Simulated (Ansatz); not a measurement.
## Electronic structure of CH$_{2}$PSi (charge +1) in real space

```yaml
atoms:
  - { symbol: C, position_ang: [0.6242, 0.3702, -0.0099] }
  - { symbol: P, position_ang: [0.4892, 1.8735, 0.7212] }
  - { symbol: Si, position_ang: [-1.1666, 0.0515, 0.2009] }
  - { symbol: H, position_ang: [1.5088, -0.1276, -0.4208] }
  - { symbol: H, position_ang: [-1.0524, 1.6539, 0.9283] }
```

Geometry: r2SCAN-D4/def2-SVP.

Level of theory: isolated molecule in a Gaussian basis; Kohn-Sham density functional theory, functional PBE0 in Ansatz 0.2.0.

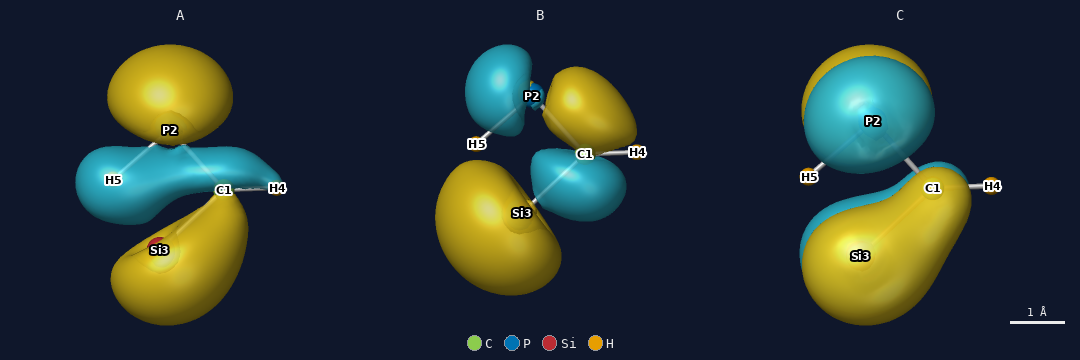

Figure 1. Three frontier orbitals at ±0.1 Å⁻³ᐟ² (yellow and cyan are the two phases), in no order.

> Which picture is the HOMO−1, the HOMO and the LUMO?

A is the HOMO−1 (−14.84 eV). By Hirshfeld shares it lies mainly on P2 (about 50 %), Si3 (about 30 %), C1 (about 10 %) and H5 (about 10 %); it is symmetric in the molecular plane (an in-plane orbital: σ, lone-pair or in-plane π type). B is the HOMO (−13.95 eV). By Hirshfeld shares it lies mainly on Si3 (about 55 %), C1 (about 25 %) and P2 (about 15 %); it is symmetric in the molecular plane (an in-plane orbital: σ, lone-pair or in-plane π type). C is the LUMO (−8.84 eV). It lies mainly on P2 (about 45 %), Si3 (about 40 %) and C1 (about 10 %); it changes sign across the molecular plane (π type); π-bonding across C1–Si3.

> What is the HOMO–LUMO gap?

5.11 eV between the orbital energies.

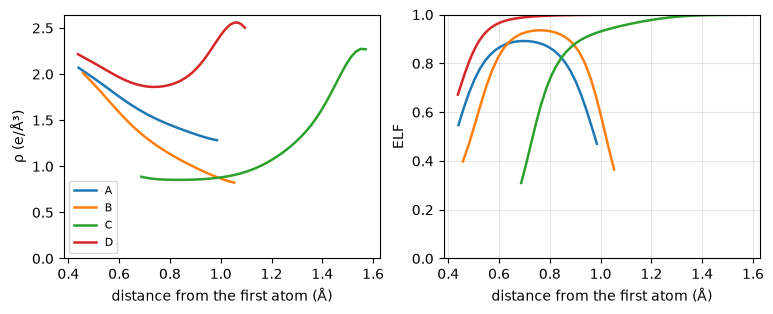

Figure 2. Total electron density and electron localisation function along straight lines between neighbouring atoms. The curves leave out the atomic cores.

> Which curve belongs to which contact (C–H, C–P, C–Si and P–H)? The first atom named is at distance zero.

Curve A: C–P (1.68 Å): ρ is about 1.4 e/Å³ halfway; the ELF peaks at about 0.90 between the atoms; a covalent bond. Curve B: C–Si (1.83 Å): the density is about 0.97 e/Å³ at the midpoint; the ELF peaks at about 0.95 between the atoms; a shared electron pair. Curve C: P–H (1.57 Å): ρ at the midpoint is about 0.85 e/Å³; the ELF climbs to about 1 towards the hydrogen, as it does in any bond to H. Curve D: C–H (1.10 Å): the density is about 2 e/Å³ at the midpoint; the ELF climbs to about 1 towards the hydrogen: a covalent bond by its length.

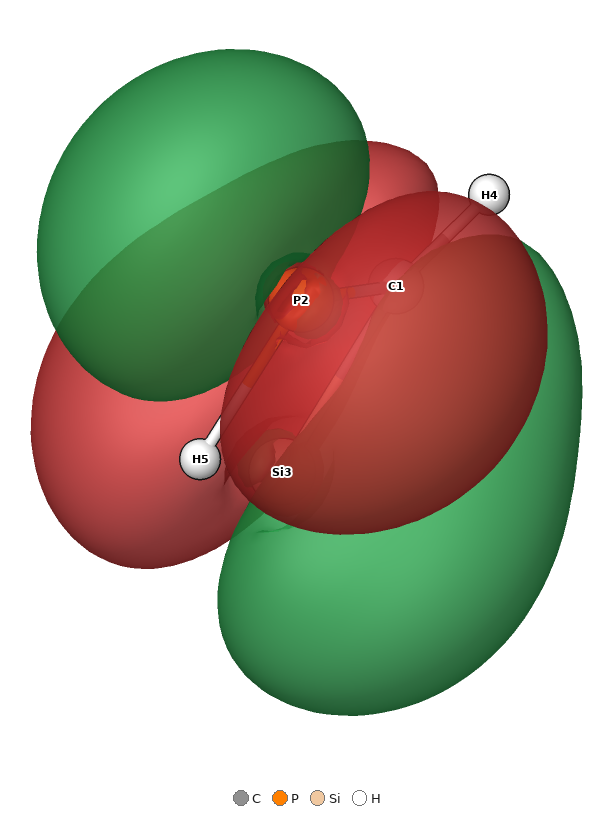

Figure 3. One frontier orbital at ±0.06 Å⁻³ᐟ² (green and red are the two phases), seen at an oblique angle.

> Which orbital is it: HOMO or LUMO?

The LUMO, at −8.84 eV. Its weight (Hirshfeld) is mainly on P2 (about 45 %), Si3 (about 40 %) and C1 (about 10 %); it changes sign across the molecular plane (π type); π-bonding across C1–Si3.
